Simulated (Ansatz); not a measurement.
**Hypothetical zinc blende BaS, pressure series**

The parent structure is BaS in the zinc blende structure (space group F-43m, No. 216; a hypothetical phase, not in the database extracts checked).

```yaml
crystal:
  lattice:
    - [0.00000, 3.51779, 3.51779]
    - [3.51779, 0.00000, 3.51779]
    - [3.51779, 3.51779, 0.00000]
  atoms:
    - { symbol: S, position: [0.75000, 0.75000, 0.75000] }
    - { symbol: Ba, position: [0.00000, 0.00000, 0.00000] }
```

Cell and atoms are relaxed at each pressure.

Level of theory: PBE (Ansatz, a program for electronic structure; PAW; 420 eV plane waves; spin-orbit coupling left out).

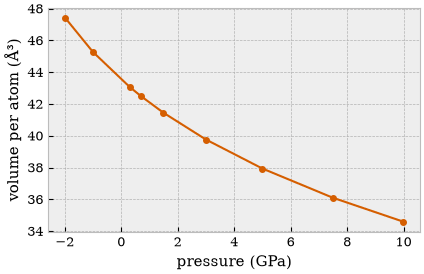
Volume against pressure

Problem. Estimate the zero-pressure bulk modulus from the plot.

Solution. About 28 GPa; a third-order Birch–Murnaghan fit to the points gives V₀ = 43.54 Å³/atom, B₀ = 28 GPa and B₀′ = 3.9.

Between the base and pressure 3 GPa the gap moves from 2.75 eV to 2.87 eV, a mean slope of 40 meV/GPa.

Load acts through the strain it causes; cell and atoms are relaxed under it. Whether these cells are dynamically stable was not tested. Competing high-pressure phases were not computed.
